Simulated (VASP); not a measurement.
# ZnSe (Stilleite) with and without spin-orbit coupling, part 4 of 4

What does spin-orbit coupling change in ZnSe (Stilleite), and what does it cost? All runs use r2SCAN. The start is a cell from a database of measured crystal structures.

VASP 6.6.1, plane waves and PAW; the level of theory is named at each step.

So far. Step 6 (Total and projected DOS (r2SCAN + SOC)): The gap on this mesh is 1.74 eV. In the top eV of the valence band the largest shares in the PAW spheres are Se p 50 %, Zn d 9 % and Zn p 7 %. The rest lies in smaller channels or between the spheres. Step 7 (Relaxing cell and atoms (r2SCAN)): It ends with forces that vanish by symmetry and a pressure of 0.05 GPa. The relaxed cell has a = 5.658 Å (conventional setting).

## 8. Full relaxation (r2SCAN + SOC)

This step: r2SCAN, spin-orbit coupling; plane waves and PAW (Zn, Se) (VASP 6.6.1).

The same relaxation with spinors and spin-orbit coupling.

INCAR reads:

```
SYSTEM = ZnSe
PREC = Accurate
ENCUT = 400
EDIFF = 1E-06
NELM = 100
ISMEAR = -1
SIGMA = 0.05
LREAL = .FALSE.
ALGO = Normal
METAGGA = R2SCAN
LASPH = .TRUE.
LNONCOLLINEAR = .TRUE.
MAGMOM = 0 0 0 0 0 0
NBANDS = 30
GGA_COMPAT = .FALSE.
LSORBIT = .TRUE.
LORBIT = 11
LWAVE = .FALSE.
LCHARG = .FALSE.
KPAR = 2
IBRION = 2
NSW = 60
ISIF = 3
EDIFFG = -0.01
```

POSCAR reads:

```
ZnSe
1.0
    0.0000000000      2.8338000000      2.8338000000
    2.8338000000      0.0000000000      2.8338000000
    2.8338000000      2.8338000000      0.0000000000
Zn Se
1 1
Direct
    0.0000000000      0.0000000000      0.0000000000
    0.2500000000      0.2500000000      0.2500000000
```

KPOINTS reads:

```
Automatic mesh
0
Gamma
6 6 6
0 0 0
```

PAW data sets: Zn and Se (PBE family, release 64).

The run is started by

```bash
$ mpirun -np 2 vasp_ncl
```

Log:

```text
[... set-up lines as in an earlier step ...]
 entering main loop
       N       E                     dE             d eps       ncg     rms          rms(c)
[... 16 cycles as in an earlier step ...]
   1 F= -.24919000E+02 E0= -.24919000E+02  d E =-.249190E+02  mag=     0.0000    -0.0000     0.0000
 curvature:   0.00 expect dE= 0.000E+00 dE for cont linesearch  0.000E+00
 trial: gam= 0.00000 g(F)=  0.311E-46 g(S)=  0.493E-03 ort = 0.000E+00 (trialstep = 0.100E+01)
 search vector abs. value=  0.493E-03
 bond charge predicted
       N       E                     dE             d eps       ncg     rms          rms(c)
DAV:   1    -0.249253743842E+02   -0.63739E-02   -0.73017E-02  1626   0.557E+00    0.576E-01
DAV:   2    -0.249201995135E+02    0.51749E-02   -0.16531E-02  1628   0.367E+00    0.216E-01
DAV:   3    -0.249195546239E+02    0.64489E-03   -0.42797E-04  1398   0.187E-01    0.109E-01
DAV:   4    -0.249193294293E+02    0.22519E-03   -0.13150E-04  1434   0.830E-02    0.416E-02
DAV:   5    -0.249193092112E+02    0.20218E-04   -0.18466E-05  1772   0.605E-02    0.165E-02
DAV:   6    -0.249192994424E+02    0.97688E-05   -0.11442E-05  1398   0.355E-02    0.426E-03
DAV:   7    -0.249192997476E+02   -0.30516E-06   -0.47689E-07   818   0.741E-03
   2 F= -.24919300E+02 E0= -.24919300E+02  d E =-.299617E-03  mag=     0.0000    -0.0000     0.0000
 trial-energy change:   -0.000300  1 .order   -0.000184   -0.000493    0.000125
 step:   0.8995(harm=  0.7980)  dis= 0.00000  next Energy=   -24.919306 (dE=-0.306E-03)
 bond charge predicted
       N       E                     dE             d eps       ncg     rms          rms(c)
DAV:   1    -0.249193734411E+02   -0.73999E-04   -0.75740E-04  1638   0.570E-01    0.579E-02
DAV:   2    -0.249192984114E+02    0.75030E-04   -0.16777E-04  1634   0.356E-01    0.220E-02
DAV:   3    -0.249192947803E+02    0.36311E-05   -0.42738E-06  1386   0.200E-02    0.110E-02
DAV:   4    -0.249192963866E+02   -0.16063E-05   -0.13780E-06  1402   0.827E-03    0.396E-03
DAV:   5    -0.249192975704E+02   -0.11838E-05   -0.97990E-08   690   0.774E-03    0.197E-03
DAV:   6    -0.249192985579E+02   -0.98748E-06   -0.17385E-07   696   0.396E-03
   3 F= -.24919299E+02 E0= -.24919299E+02  d E =-.298427E-03  mag=     0.0000     0.0000     0.0000
 curvature:  -0.30 expect dE=-0.463E-05 dE for cont linesearch -0.463E-05
 trial: gam= 0.00000 g(F)=  0.171E-45 g(S)=  0.155E-04 ort =-0.875E-04 (trialstep = 0.980E+00)
 search vector abs. value=  0.155E-04
 reached required accuracy - stopping structural energy minimisation
```

Wall time 3.3 min (2 MPI ranks of Intel Xeon 6975P-C (Granite Rapids), shared host); peak memory 0.57 GiB; 6.5 min of CPU time.

OUTCAR, selected parts (step 8):

```text
   NELECT =      18.0000    total number of electrons

 E-fermi :   2.3757

 k-point     1 :       0.0000    0.0000    0.0000
  band No.  band energies     occupation
    ...
     14       1.0996      1.00000
     15       1.4711      1.00000
     16       1.4711      1.00000
     17       1.4711      1.00000
     18       1.4711      1.00000
     19       3.2356      0.00000
     20       3.2356      0.00000
     21       7.5640      0.00000
     22       7.5640      0.00000
     23       7.7047      0.00000
    ...

  Total        0.0146484      0.0146484      0.0146484      0.0000000      0.0000000      0.0000000
  in kB        0.5184385      0.5184385      0.5184385      0.0000000      0.0000000      0.0000000
  external PRESSURE =       0.5184385 kB  Pullay stress =       0.0000000 kB

 POSITION                                       TOTAL-FORCE (eV/Angst)
 -----------------------------------------------------------------------------------
      0.00000     -0.00000      0.00000        -0.000000     -0.000000     -0.000000
      1.41436      1.41436      1.41436         0.000000      0.000000      0.000000
 -----------------------------------------------------------------------------------
    total drift:                                0.000001      0.000001      0.000001

  FREE ENERGIE OF THE ION-ELECTRON SYSTEM (eV)
  ---------------------------------------------------
  free  energy   TOTEN  =       -24.9192985579 eV

  energy  without entropy=      -24.9192985574  energy(sigma->0) =      -24.91929856

 Spin-Orbit-Coupling matrix elements
 Ion:    1  E_soc:     -0.0082305
 Ion:    2  E_soc:     -0.0343278

 magnetization (x)
# of ion       s       p       d       tot
------------------------------------------
    1        0.000  -0.000  -0.000   0.000
    2        0.000   0.000   0.000   0.000
--------------------------------------------------
tot          0.000  -0.000  -0.000   0.000

 magnetization (y)
# of ion       s       p       d       tot
------------------------------------------
    1        0.000   0.000   0.000   0.000
    2        0.000   0.000  -0.000  -0.000
--------------------------------------------------
tot          0.000   0.000   0.000   0.000

 magnetization (z)
# of ion       s       p       d       tot
------------------------------------------
    1       -0.000  -0.000   0.000  -0.000
    2       -0.000  -0.000   0.000  -0.000
--------------------------------------------------
tot         -0.000  -0.000   0.000  -0.000

[... 8 parts as in an earlier step ...]

[... 10 further parts left out ...]
```

The steps of the relaxation:

| step | energy less that of the first step (eV) | largest force (eV/Å) | pressure (GPa) | volume (Å³) |
| --- | --- | --- | --- | --- |
| 1 | 0.0000 | 0.0000 | -0.29 | 45.51 |
| 2 | -0.0003 | 0.0000 | 0.07 | 45.24 |
| 3 | -0.0003 | 0.0000 | 0.05 | 45.27 |

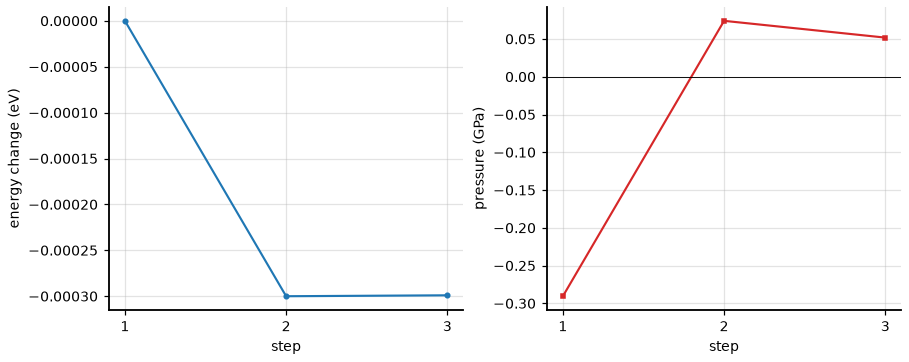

Energy and pressure along the relaxation.

| conventional cell, symmetrised | before | after | change |
| --- | --- | --- | --- |
| a (Å) | 5.668 | 5.657 | -0.2 % |
| b (Å) | 5.668 | 5.657 | -0.2 % |
| c (Å) | 5.668 | 5.657 | -0.2 % |
| volume (Å³/atom) | 22.76 | 22.63 | -0.5 % |

Final coordinates:

```xyz
2
Lattice="0.0000 2.8287 2.8287 2.8287 0.0000 2.8287 2.8287 2.8287 0.0000" Properties=species:S:1:pos:R:3 pbc="T T T"
Zn    0.0000    0.0000    0.0000
Se    1.4144    1.4144    1.4144
```

Numbers from this step:

```
bands                          : 30
irreducible k-points           : 22
free energy (TOTEN)            : -24.92 eV
Fermi energy                   : 2.376 eV
pressure                       : 0.05184 GPa
gap on the k-mesh              : 1.764 eV
least direct gap on the k-mesh : 1.764 eV
```

On-site spin-orbit energy by atom:

| atom | on-site spin-orbit energy (eV) |
| --- | --- |
| Zn1 | -0.0082 |
| Se2 | -0.0343 |

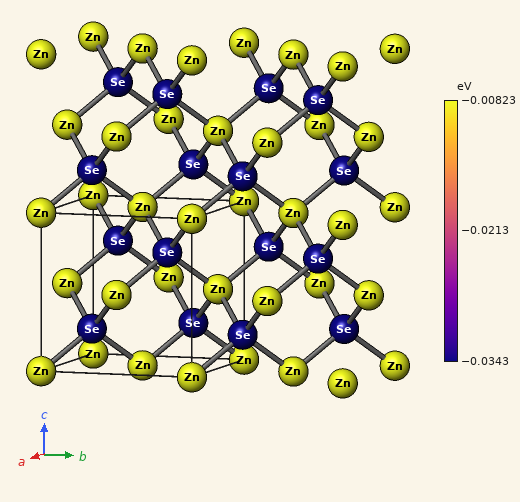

Atoms coloured by on-site spin-orbit energy. Bonds to atoms that aren't drawn are left out. 1×2×2 conventional cells are drawn. Some periodic images of atoms are drawn too.

The cell ends at 22.63 Å³/atom, under 0.05 % from the run without the coupling. The run took 4.7 times the core time, with 30 spinor bands against 15.

## 9. The runs together

```
                              quantity  without  with spin-orbit coupling
                              gap (eV)    1.864                     1.741
splitting of the valence top at Γ (eV)        0                     0.371
                   core minutes, bands      2.1                        12
                     core minutes, DOS      0.9                       5.1
              relaxed volume (Å³/atom)    22.64                     22.63
              core minutes, relaxation      1.4                       6.6
```

## 10. Results

| Item | Value |
| --- | --- |
| gap (eV), without → with | 1.864 → 1.741 |
| splitting of the valence top at Γ (eV), without → with | 0 → 0.371 |
| relaxed volume (Å³/atom), without → with | 22.64 → 22.63 |

Spin-orbit coupling moves the gap of ZnSe (Stilleite) from 1.86 to 1.74 eV. The valence top at Γ, threefold or sixfold with spin, splits into a fourfold and a twofold level, 0.37 eV apart. The relaxed volume moves by under 0.05 %. The spinor runs cost 4.7 to 6.0 times as much, on a shared host. Semilocal functionals usually underestimate gaps.

[Lines on the potential files, build, host, timing and source positions are cut from VASP's logs without a mark.]

[Logs are printed without paths, hosts, clocks, repeated set-up lines and the standing remarks that a program may print on its own settings, such as how far it seeks lower states.]

[Hosts, paths, dates, database ids (printed as entryN), source tags and the programs' standing remarks are cut or masked in the printed files.]

[A measured line is paired with the nearest computed mode of its activity, which favours agreement.]
